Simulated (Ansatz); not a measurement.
# C3H8AlFO: the cost of one run

All numbers below are computed with Ansatz 0.2.0 (RKS revPBE-D4/STO-3G).

**1. The starting structure**

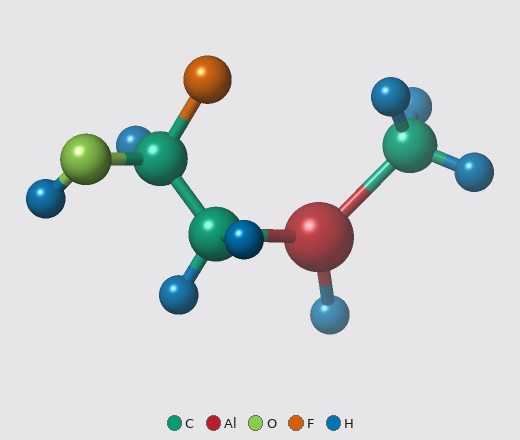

The starting structure, seen from a chosen angle (carbon teal, aluminium red, oxygen green, fluorine orange, hydrogen blue).

Structure file:

```xyz
14

C     0.0511    0.4774    2.4212
Al    1.1315    0.3060    0.7852
C     0.4043   -0.6992   -0.8118
C    -0.7455   -0.0459   -1.3888
O    -1.2212   -0.7605   -2.5503
F    -1.8456   -0.0859   -0.4589
H     0.5461    0.0737    3.2853
H    -0.9315    0.0300    2.2456
H    -0.1668    1.6185    2.6408
H     2.6033    0.9412    0.7702
H     1.2316   -0.7194   -1.5421
H     0.2351   -1.7351   -0.4679
H    -0.6696    1.0369   -1.6533
H    -0.6357   -0.4670   -3.2464
```

**2. Preparing the start**

Input file input.yaml:

```yaml
crystal:
  periodic: [false, false, false]
  atoms:
    - { symbol: C, position_ang: [0.0511, 0.4774, 2.4212] }
    - { symbol: Al, position_ang: [1.1315, 0.306, 0.7852] }
    - { symbol: C, position_ang: [0.4043, -0.6992, -0.8118] }
    - { symbol: C, position_ang: [-0.7455, -0.0459, -1.3888] }
    - { symbol: O, position_ang: [-1.2212, -0.7605, -2.5503] }
    - { symbol: F, position_ang: [-1.8456, -0.0859, -0.4589] }
    - { symbol: H, position_ang: [0.5461, 0.0737, 3.2853] }
    - { symbol: H, position_ang: [-0.9315, 0.03, 2.2456] }
    - { symbol: H, position_ang: [-0.1668, 1.6185, 2.6408] }
    - { symbol: H, position_ang: [2.6033, 0.9412, 0.7702] }
    - { symbol: H, position_ang: [1.2316, -0.7194, -1.5421] }
    - { symbol: H, position_ang: [0.2351, -1.7351, -0.4679] }
    - { symbol: H, position_ang: [-0.6696, 1.0369, -1.6533] }
    - { symbol: H, position_ang: [-0.6357, -0.467, -3.2464] }
basis:
  gaussian: { orbitals: STO-3G }
hamiltonian:
  xc: revpbe
  dispersion: d4
relax:
  f_tol: 0.02
  max_steps: 40
```

On the command line:

```console
$ ansatz run input.yaml --threads 1 --pin off --max-ram 2048MiB --backend cpu --events-out ev --progress --plain --runs-dir out
```

**Question.** How long does this run take on 1 thread of AMD EPYC 7R43 (Zen 3), shared host, and how much memory does it need?

About 2.7 min, with a peak of 0.16 GiB.
